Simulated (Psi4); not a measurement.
# quartet [C4H2]+: levels of theory compared

Wanted: a comparison of 4 runs (UHF/STO-3G, UHF/3-21G, UB3LYP/6-31G*, UHSE06/def2-SVPD) of quartet [C4H2]+. 

Program for the calculation: Psi4 1.11.

3 further runs of the same task are left out: 1 that didn't finish, 2 set aside as unsound or not needed.

### 1 The system as given

The species is [C4H2]+ (6 atoms), meant as a quartet with charge +1. As SMILES of the parent species, `C#C[C]=[CH+]`. The shape is that of a GFN2-xTB optimisation. That shape belongs to the parent species and isn't relaxed for this state.

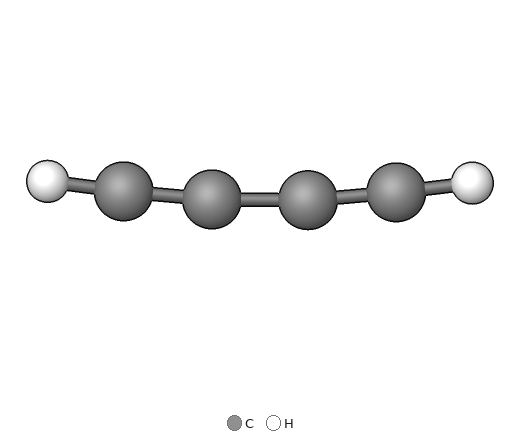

The structure, seen from a chosen angle (carbon grey, hydrogen white).

### 2 A single-point energy at UHF/STO-3G (run 1)

File c4h2.dat:

```
memory 1600 MB

molecule geom {
  1 4
  C      1.819810    -0.389410    -0.346970
  C      0.639370    -0.067610    -0.212330
  C     -0.643770     0.212280     0.021650
  C     -1.821170     0.395140     0.330330
  H      2.840800    -0.682740    -0.418180
  H     -2.835040     0.532340     0.625480
  symmetry c1
  no_reorient
  no_com
}

set basis STO-3G
set reference uhf
set puream true
set e_convergence 1e-09
set d_convergence 1e-08
set scf_type pk
set maxiter 200

result, w = energy("scf", return_wfn=True)
oeprop(w, "LOWDIN_CHARGES", "WIBERG_LOWDIN_INDICES", "MAYER_INDICES", title="SCF")
```

Command:

```sh
$ psi4 -i c4h2.dat -o c4h2.out -n 1
```

c4h2.out:

```text
[...]
  Running in c1 symmetry.
[...]
  Nuclear repulsion =   77.020939584956309
[...]
  Multiplicity = 4
[...]
  Nalpha       = 14
  Nbeta        = 11
[...]
    Number of basis functions: 22
[...]
   @UHF iter   1:  -150.12300548808986   -2.03624e+00   8.05235e-03 DIIS/ADIIS
[...]
   @UHF iter  73:  -150.18431949507882   -1.05160e-12   9.66972e-09 DIIS
[...]
   @S^2 Observed:                3.937165442E+00
[...]
  @UHF Final Energy:  -150.18431949507882
   => Energetics <=
    Nuclear Repulsion Energy =             77.0209395849563094
    One-Electron Energy =                -347.4960547528600046
    Two-Electron Energy =                 120.2907956728248848
    Total Energy =                       -150.1843194950788245
  UHF NO Occupations:
  HONO-2 :   12  A 1.0000000
  HONO-1 :   13  A 1.0000000
[...]
 Multipole Moments:
 ------------------------------------------------------------------------------------
     Multipole            Electronic (a.u.)      Nuclear  (a.u.)        Total (a.u.)
 ------------------------------------------------------------------------------------
 L = 1.  Multiply by 2.5417464519 to convert [e a0] to [Debye]
 Dipole X            :          0.0506024           -0.0544241           -0.0038218
 Dipole Y            :         -1.4122462            1.4210740            0.0088278
 Dipole Z            :          1.9613223           -1.9589279            0.0023944
 Magnitude           :                                                    0.0099131
[...]
```

Run time: 1.9 s. Hardware: 1 thread of Intel Xeon Platinum 8488C (Sapphire Rapids), shared host; peak memory 0.18 GiB.

### 3 A single-point energy at UHF/3-21G (run 2)

File job.inp:

```
memory 1.6 GB

molecule geom {
  1 4
  C      1.819810    -0.389410    -0.346970
  C      0.639370    -0.067610    -0.212330
  C     -0.643770     0.212280     0.021650
  C     -1.821170     0.395140     0.330330
  H      2.840800    -0.682740    -0.418180
  H     -2.835040     0.532340     0.625480
  symmetry c1
  no_reorient
  no_com
}

set {
  basis 3-21G
  reference uhf
  puream true
  e_convergence 1e-09
  d_convergence 1e-08
  scf_type pk
  maxiter 200
}

E, wfn = energy("scf", return_wfn=True)
oeprop(wfn, "DIPOLE", "MULLIKEN_CHARGES", "QUADRUPOLE")
```

Command:

```sh
$ psi4 -i job.inp -o job.out -n 1
```

job.out:

```text
[...]
  Running in c1 symmetry.
[...]
  Nuclear repulsion =   77.020939584956309
[...]
  Multiplicity = 4
[...]
  Nalpha       = 14
  Nbeta        = 11
[...]
    Number of basis functions: 40
[...]
   @UHF iter   1:  -151.14429027050707   -6.26420e-01   4.87371e-03 DIIS/ADIIS
[...]
   @UHF iter  71:  -151.20354414120789   -1.62004e-11   4.28351e-09 DIIS
[...]
   @S^2 Observed:                3.914743281E+00
[...]
  @UHF Final Energy:  -151.20354414120789
   => Energetics <=
    Nuclear Repulsion Energy =             77.0209395849563094
    One-Electron Energy =                -347.8901275749806246
    Two-Electron Energy =                 119.6656438488164440
    Total Energy =                       -151.2035441412078853
  UHF NO Occupations:
  HONO-2 :   12  A 1.0000000
  HONO-1 :   13  A 1.0000000
[...]
 Multipole Moments:
 ------------------------------------------------------------------------------------
     Multipole            Electronic (a.u.)      Nuclear  (a.u.)        Total (a.u.)
 ------------------------------------------------------------------------------------
 L = 1.  Multiply by 2.5417464519 to convert [e a0] to [Debye]
 Dipole X            :          0.0581204           -0.0544241            0.0036963
 Dipole Y            :         -1.4384987            1.4210740           -0.0174247
 Dipole Z            :          2.0005152           -1.9589279            0.0415873
 Magnitude           :                                                    0.0452414
 L = 2.  Multiply by 1.3450342976 to convert [e a0^2] to [Debye ang]
 Quadrupole XX       :       -214.4444148          217.1822030            2.7377882
 Quadrupole XY       :         42.5515928          -46.7726385           -4.2210457
[...]
```

Run time: 1.9 s. Hardware: 1 thread of Intel Xeon Platinum 8488C (Sapphire Rapids), shared host; peak memory 0.18 GiB.

### 4 Energy and forces at UB3LYP/6-31G(d) (spherical functions) (run 3)

File run.py:

```python
import psi4

psi4.set_memory('1600 MB')
psi4.set_num_threads(1)
psi4.set_output_file('c4h2.out', False)

molecule = psi4.geometry("""
1 4
C      1.819810    -0.389410    -0.346970
C      0.639370    -0.067610    -0.212330
C     -0.643770     0.212280     0.021650
C     -1.821170     0.395140     0.330330
H      2.840800    -0.682740    -0.418180
H     -2.835040     0.532340     0.625480
units angstrom
symmetry c1
""")

options = {'basis': '6-31G*', 'reference': 'uks', 'puream': True, 'e_convergence': 1e-09, 'd_convergence': 1e-08, 'scf_type': 'pk', 'dft_radial_points': 99, 'dft_spherical_points': 590, 'maxiter': 200}
psi4.set_options(options)

energy_value, wavefunction = psi4.gradient("B3LYP", molecule=molecule, return_wfn=True)
print('gradient / Eh bohr^-1')
print(energy_value.np.round(6))
print(f'energy = {wavefunction.energy():.10f} Eh')
```

Command:

```sh
$ python run.py
```

c4h2.out:

```text
[...]
  Running in c1 symmetry.
[...]
  Nuclear repulsion =   77.020939584956309
[...]
  Multiplicity = 4
[...]
  Nalpha       = 14
  Nbeta        = 11
[...]
    Number of basis functions: 60
[...]
   @UKS iter   1:  -152.91865564244122   -1.33958e-01   5.43215e-03 DIIS/ADIIS
[...]
   @UKS iter  33:  -152.98789057678894   -2.68869e-11   6.58541e-09 DIIS
[...]
   @S^2 Observed:                3.777196829E+00
[...]
  @UKS Final Energy:  -152.98789057678894
   => Energetics <=
    Nuclear Repulsion Energy =             77.0209395849563094
    One-Electron Energy =                -350.0355166849357147
    Two-Electron Energy =                 137.8431112902996745
    DFT Exchange-Correlation Energy =     -17.8164247671092042
    Empirical Dispersion Energy =           0.0000000000000000
    VV10 Nonlocal Energy =                  0.0000000000000000
    Total Energy =                       -152.9878905767889421
[...]
  -Total Gradient:
     Atom            X                  Y                   Z
    ------   -----------------  -----------------  -----------------
       1       -0.125878600950     0.034709605916     0.018399031040
       2        0.214381493100    -0.053681346451    -0.033100352910
       3       -0.214994874248     0.040258352754     0.046132959305
       4        0.127172201241    -0.020143920608    -0.029700385801
       5       -0.008134733043     0.001023202760     0.000344732001
       6        0.007454480253    -0.002165832829    -0.002076132961
[...]
```

Standard output:

```text
Memory set to   1.490 GiB by Python driver.
  Threads set to 1 by Python driver.
gradient / Eh bohr^-1
[[-0.125879  0.03471   0.018399]
 [ 0.214381 -0.053681 -0.0331  ]
 [-0.214995  0.040258  0.046133]
 [ 0.127172 -0.020144 -0.0297  ]
 [-0.008135  0.001023  0.000345]
 [ 0.007454 -0.002166 -0.002076]]
energy = -152.9878905768 Eh
```

Wall time 31 s (1 thread of Intel Xeon Platinum 8488C (Sapphire Rapids), shared host); peak memory 0.73 GiB.

### 5 A single-point energy at UHSE06/def2-SVPD (run 4)

File c4h2.xyz:

```xyz
6
C4H2
C      1.819810    -0.389410    -0.346970
C      0.639370    -0.067610    -0.212330
C     -0.643770     0.212280     0.021650
C     -1.821170     0.395140     0.330330
H      2.840800    -0.682740    -0.418180
H     -2.835040     0.532340     0.625480
```

File run_ase.py:

```python
import numpy as np
from ase.calculators.psi4 import Psi4
from ase.io import read

mol = read('c4h2.xyz')
calc = Psi4(atoms=mol, method='hse06', basis='def2-SVPD', memory='1600MB', num_threads=1, charge=1, multiplicity=4, label='psi4-calc', reference='uks')
calc.psi4.set_options({'puream': True, 'e_convergence': 1e-09, 'd_convergence': 1e-08, 'scf_type': 'pk', 'dft_radial_points': 99, 'dft_spherical_points': 590, 'maxiter': 200})
mol.calc = calc

print(f'energy: {mol.get_potential_energy():.6f} eV')
```

Command:

```sh
$ python run_ase.py
```

psi4-calc.dat:

```text
[...]
  Running in c1 symmetry.
[...]
  Nuclear repulsion =   77.020939584956309
[...]
  Multiplicity = 4
[...]
  Nalpha       = 14
  Nbeta        = 11
[...]
    Number of basis functions: 96
[...]
   @UKS iter   1:  -152.62056961370394   -1.11442e-01   3.65687e-03 ADIIS/DIIS
[...]
   @UKS iter  40:  -152.69828738384595   -1.69393e-11   2.42233e-10 DIIS
[...]
   @S^2 Observed:                3.788484394E+00
[...]
  @UKS Final Energy:  -152.69828738384595
   => Energetics <=
    Nuclear Repulsion Energy =             77.0209395849563094
    One-Electron Energy =                -349.7204341386765236
    Two-Electron Energy =                 136.9254518915033714
    DFT Exchange-Correlation Energy =     -16.9242447216290977
    Empirical Dispersion Energy =           0.0000000000000000
    VV10 Nonlocal Energy =                  0.0000000000000000
    Total Energy =                       -152.6982873838459511
[...]
 Multipole Moments:
 ------------------------------------------------------------------------------------
     Multipole            Electronic (a.u.)      Nuclear  (a.u.)        Total (a.u.)
 ------------------------------------------------------------------------------------
 L = 1.  Multiply by 2.5417464519 to convert [e a0] to [Debye]
 Dipole X            :         -0.0001699            0.0077733            0.0076034
 Dipole Y            :          0.1403309           -0.2029699           -0.0626389
 Dipole Z            :         -0.1627940            0.2797673            0.1169733
 Magnitude           :                                                    0.1329067
[...]
```

On the terminal:

```text
Memory set to   1.490 GiB by Python driver.
  Threads set to 1 by Python driver.

  Memory set to   1.490 GiB by Python driver.
  Threads set to 1 by Python driver.
energy: -4155.132043 eV
```

Wall time 1.9 min (1 thread of Intel Xeon Platinum 8488C (Sapphire Rapids), shared host); peak memory 0.89 GiB.

### 6 Overview of the runs

```
run                                level      task         integration grid  energy (Eh)  HOMO energy (eV)   ⟨S²⟩  wall time
  1                           UHF/STO-3G    energy                        –  -150.184319            -12.23  3.937      1.9 s
  2                            UHF/3-21G    energy                        –  -151.203544            -13.42  3.915      1.9 s
  3  UB3LYP/6-31G* (spherical functions)  gradient  99 radial × 590 angular  -152.987891            -10.33  3.777       31 s
  4                     UHSE06/def2-SVPD    energy  99 radial × 590 angular  -152.698287            -10.41  3.788    1.9 min
```

### 7 What came out

| quantity | value |
| --- | --- |
| run 4: total energy | -152.69829 Eh |
| run 4: HOMO energy (highest over α and β) | -10.41 eV |
| run 4: ⟨S²⟩ | 3.788 |

What this shows: Totals of different functionals can't be ranked against each other. In run 1 the basis is minimal, so the values are rough. Spin contamination of the reference: run 1 ⟨S²⟩ = 3.94, run 2 ⟨S²⟩ = 3.91. All runs together took 2.4 min, the longest 1.9 min.
